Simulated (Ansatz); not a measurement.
# WSe2 (P6_3/mmc): how G0W0 depends on its starting point, part 2 of 2

How much of the starting functional survives in the G0W0 gap of WSe2 (P6_3/mmc)?

Ansatz 0.2.0; G0W0 on several functionals, plane waves, PAW. Known limits of the many-body steps: not at the basis limit; no spin-orbit coupling; coarse k mesh.

So far. Step 4 (G0W0 on PBE): Against the run with 6×6×2 mesh, 276 empty bands, screening to 100 eV, PAW set soft_1 files on PBEsol, the gap moves by +0.017 eV, while the start moved by +0.04 eV. Step 5 (G0W0 on HSE06): Against the run with 6×6×2 mesh, 276 empty bands, screening to 100 eV, PAW set soft_1 files on PBE, the gap moves by +0.18 eV, while the start moved by +0.47 eV.

The database entry behind the starting cell differs from later determinations by our own check (a about 0.2 % long), so it need not match the best structure at ambient conditions.

In doubt: masses and optical values from hybrid runs of this build are listed as unsure (steps 5, 6, 7), which bears on the screening that GW takes from such a start.

### Step 6. G0W0 on PBE0

This step: G0W0 on PBE0, plane waves, PAW; PAW set soft_1.

The input, input.yaml:

```yaml
crystal:
  lattice:
    - [3.29, 0.0, 0.0]
    - [-1.645, 2.8492235785, 0.0]
    - [0.0, 0.0, 12.97]
  atoms:
    - { symbol: W, position: [0.3333333333, 0.6666666667, 0.25] }
    - { symbol: W, position: [0.6666666667, 0.3333333333, 0.75] }
    - { symbol: Se, position: [0.3333333333, 0.6666666667, 0.621] }
    - { symbol: Se, position: [0.6666666667, 0.3333333333, 0.121] }
    - { symbol: Se, position: [0.3333333333, 0.6666666667, 0.879] }
    - { symbol: Se, position: [0.6666666667, 0.3333333333, 0.379] }
kpoints:
  mp_grid: { grid: [6, 6, 2] }
hamiltonian:
  xc: pbe0
  pseudopotentials: { kind: paw, azcp: { folder: soft_1 } }
scf:
  occupations: { method: fixed }
gw:
  n_empty_bands: 276
  ecut_chi: 100
  qp_bands: [v2, c2]
  qp_kpoints: band_edges
  screening: { model: contour_deformation }
```

Command:

```sh
ansatz run input.yaml --threads 2 --pin off --max-ram 73728MiB --backend cuda --events-out ev --progress --plain --runs-dir out --devices 1 --max-vram 13GiB
```

Numbers of over 12 decimals in the logs are rounded to 6 here.

The program printed:

```text
GPUs: using 1 of 1 available (devices: 1).
[...]
GPU FFT provider: cuFFT
GPU libraries: cuBLAS 13.8.2, cuFFT 12.4.0, cuSOLVER 12.3.4
Crystal: 6 atoms, lattice volume = 121.580 Å³
Basis set: ecut = 420 eV, 2419 PW (Γ)
Bands: 56, of which v1, the nominal top of the filled ones, is band 46 counted from 1 (45 counted from 0)
Symmetry: 24 space group operations
[...]
k-points: 14 of 72
[...]
1    47     15.8890   -13.6389    -3.8250   -17.3406  0.7959    15.7658    15.7656  root
     1    48     15.8890   -13.6389    -3.8250   -17.3406  0.7959    15.7658    15.7656  root
[...]
13    45     11.5693   -18.2375     0.4607   -18.1260  0.7957    11.9177    11.9185  root
    13    46     11.5693   -18.2375     0.4607   -18.1260  0.7957    11.9177    11.9185  root
    13    47     14.3595   -15.3672    -3.5991   -18.9030  0.7900    14.2962    14.2961  root
    13    48     14.3595   -15.3672    -3.5991   -18.9030  0.7900    14.2962    14.2961  root
[key lines of the parts left out:]
Free energy (F): -42654.070582 eV
Fermi energy:    11.933851 eV
```

Wall time 85 s (1 × NVIDIA H100 80GB HBM3 (shared by 6 runs) with 2 threads of AMD EPYC 7R13 (Zen 3), shared host); peak memory 2.1 GiB; 1.7 min of CPU time.

Numbers from this step:

| Property | Result |
| --- | --- |
| bands summed | 322 |
| RPA ε∞ on this mesh (eigenvalues) | 5.380, 10.47, 10.47 |
| plane waves in the screening matrix | 291 |
| G0W0 gap on the mesh | 1.548 eV |
| k of the valence top | 0, 0, 0 |
| k of the conduction bottom | 0.1667, 0.1667, 0 |
| starting gap on the mesh | 2.095 eV |
| least direct G0W0 gap on the computed points | 2.214 eV |

Against the run with 6×6×2 mesh, 276 empty bands, screening to 100 eV, PAW set soft_1 files on HSE06, the gap moves by +0.12 eV, while the start moved by +0.65 eV.

### Step 7. G0W0 on Hartree-Fock

This step: G0W0 on Hartree-Fock, plane waves, PAW; PAW set soft_1.

Changes to input.yaml since step 6:

```diff
@@ -15,3 +15,3 @@
 hamiltonian:
-  xc: pbe0
+  xc: hf
   pseudopotentials: { kind: paw, azcp: { folder: soft_1 } }
```

The program printed:

```text
GPUs: using 1 of 1 available (devices: 1).
[...]
GPU FFT provider: cuFFT
GPU libraries: cuBLAS 13.8.2, cuFFT 12.4.0, cuSOLVER 12.3.4
Crystal: 6 atoms, lattice volume = 121.580 Å³
Basis set: ecut = 420 eV, 2419 PW (Γ)
Bands: 56, of which v1, the nominal top of the filled ones, is band 46 counted from 1 (45 counted from 0)
Symmetry: 24 space group operations
[...]
k-points: 14 of 72
[...]
1    47     19.6131   -13.1981    -3.1956   -13.2233  0.8613    16.4788    16.4427  root
     1    48     19.6131   -13.1981    -3.1956   -13.2233  0.8613    16.4788    16.4427  root
[...]
13    45     11.1009   -17.8515     0.5129   -17.7882  0.8655    11.5500    11.5506  root
    13    46     11.1009   -17.8515     0.5129   -17.7882  0.8655    11.5500    11.5506  root
    13    47     17.2412   -15.0435    -2.8614   -15.1077  0.8595    14.4660    14.4440  root
    13    48     17.2412   -15.0435    -2.8614   -15.1077  0.8595    14.4660    14.4440  root
[key lines of the parts left out:]
Free energy (F): -42235.637161 eV
Fermi energy:    11.280904 eV
```

Wall time 83 s (1 × NVIDIA H100 80GB HBM3 (shared by 6 runs) with 2 threads); peak memory 2.1 GiB; 1.7 min of CPU time.

Numbers from this step:

| Quantity | Value |
| --- | --- |
| bands summed | 322 |
| RPA ε∞ on this mesh (eigenvalues) | 3.413, 5.473, 5.473 |
| plane waves in the screening matrix | 291 |
| G0W0 gap on the mesh | 2.352 eV |
| k of the valence top | 0, 0, 0 |
| k of the conduction bottom | 0.1667, 0.1667, 0 |
| starting gap on the mesh | 5.959 eV |
| least direct G0W0 gap on the computed points | 2.740 eV |

Against the run with 6×6×2 mesh, 276 empty bands, screening to 100 eV, PAW set soft_1 files on PBE0, the gap moves by +0.80 eV, while the start moved by +3.86 eV.

### Step 8. Side by side

All on the 6×6×2 mesh with 276 empty bands and screening to 100 eV. Times are wall times on 1 × NVIDIA H100 80GB HBM3 (shared by 6 runs) with 2 threads of AMD EPYC 7R13 (Zen 3), shared host, good to a factor of about two.

```csv
start,starting gap (eV),shift (eV),G0W0 gap (eV),RPA ε∞ (harmonic mean),"Z (valence, conduction)",time
LDA,0.92,+0.29,1.21,11.52,"0.75, 0.77",29 s
PBEsol,0.94,+0.29,1.23,11.38,"0.75, 0.77",39 s
PBE,0.98,+0.27,1.24,11.11,"0.75, 0.77",39 s
HSE06,1.45,−0.02,1.43,8.98,"0.78, 0.79",90 s
PBE0,2.09,−0.55,1.55,7.96,"0.80, 0.80",85 s
Hartree-Fock,5.96,−3.61,2.35,4.56,"0.86, 0.87",83 s
```

How the two edges are built up, in eV (the quasiparticle level is the starting level plus Σx plus Σc less Vxc):

```csv
run,edge,start,Σx,Σc,Vxc,Z,QP
LDA,valence top,12.24,-19.39,0.47,-19.13,0.75,12.45
LDA,conduction bottom,13.16,-13.05,-3.60,-17.14,0.77,13.66
PBEsol,valence top,12.43,-19.36,0.52,-18.88,0.75,12.47
PBEsol,conduction bottom,13.37,-13.01,-3.55,-16.89,0.77,13.70
PBE,valence top,12.58,-19.39,0.56,-18.76,0.75,12.51
PBE,conduction bottom,13.55,-13.07,-3.52,-16.79,0.77,13.75
HSE06,valence top,12.26,-19.35,0.58,-18.90,0.78,12.38
HSE06,conduction bottom,13.70,-12.83,-3.48,-16.42,0.79,13.81
```

For a hybrid start, Vxc holds its share of exact exchange.

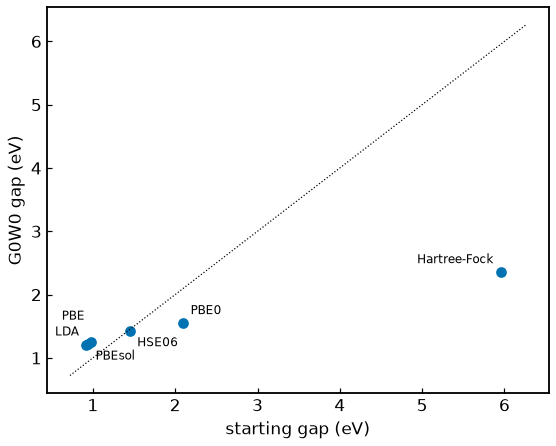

G0W0 gap against starting gap; on the dotted line the correction would vanish.

### Step 9. Results

* G0W0@LDA: 1.21 eV (start 0.92 eV)
* G0W0@PBEsol: 1.23 eV (start 0.94 eV)
* G0W0@PBE: 1.24 eV (start 0.98 eV)
* G0W0@HSE06: 1.43 eV (start 1.45 eV)
* G0W0@PBE0: 1.55 eV (start 2.09 eV)
* G0W0@Hartree-Fock: 2.35 eV (start 5.96 eV)
* known limits: not at the basis limit; no spin-orbit coupling; coarse k mesh

**Reading.** The starting gaps span 5.04 eV and the G0W0 gaps 1.14 eV. Between LDA and Hartree-Fock, 1.14 eV of the 5.04 eV survives, 23 %. Hartree-Fock screens less than LDA (ε∞ 4.56 against 11.52). Of the 1.14 eV by which its G0W0 gap is higher, the correlation part gives +0.36 eV, and exchange with the one-particle terms, which follow the orbitals, +0.78 eV. On PBE0 and Hartree-Fock the correction is negative: that start lies above its own G0W0 value. The smallest correction, −0.02 eV, is on HSE06, the start nearest to reproducing itself. Bands and cutoff are finite, so the gap is not at the basis limit. The miss can reach some tenths of an eV and take either sign; the mesh is an error of its own. The 6×6×2 mesh is coarse for this cell (its supercell is 20 Å along the shortest edge). The RPA ε∞ on it, from the LDA start, is 7.49 and 15.75; such meshes misread the long-range screening, most where the gap is narrow. The program warns that the mesh is coarse for exact exchange, which bears on the hybrid start's gap. The many-body steps are scalar-relativistic: spin-orbit coupling is not in them.

[Paths, hosts, dates, memory and timing lines, banners, echoed tables and standing remarks are left out of the program output.]

[Logs are printed without paths, hosts, clocks, repeated set-up lines and the standing remarks that a program may print on its own settings, such as how far it seeks lower states.]

[Runs of the session that timed out or met a known fault of the program may be left out.]

[Cells called generated may have been cut or substituted from an entry of the Crystallography Open Database or the Materials Project.]

[Hosts, paths, dates, database ids (printed as entryN), source tags and the programs' standing remarks are cut or masked in the printed files.]
